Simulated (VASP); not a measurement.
Band structure of Ga2BiAs (space group P-4m2). All values below come from r2SCAN meta-GGA, VASP's PBE PAW potentials (set 64) (plane waves; VASP 6.6.1).

Unless said otherwise, spin-orbit coupling is left out, though it shifts the bands of the heavy elements here.

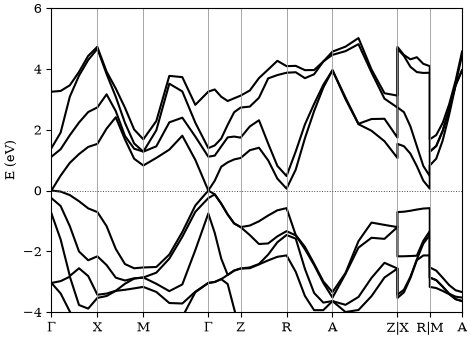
Figure: Bands along high-symmetry lines, zero at the valence-band maximum or, without a gap, the Fermi level

**Question.** Read the plot: is there a gap, and where are the band edges?

**Answer.** It has no gap at this level: it comes out as a metal or semimetal.

The structure comes from a computed database's Ga2BiAs entry (P-4m2); how it stands against other phases isn't given here. It was relaxed first.
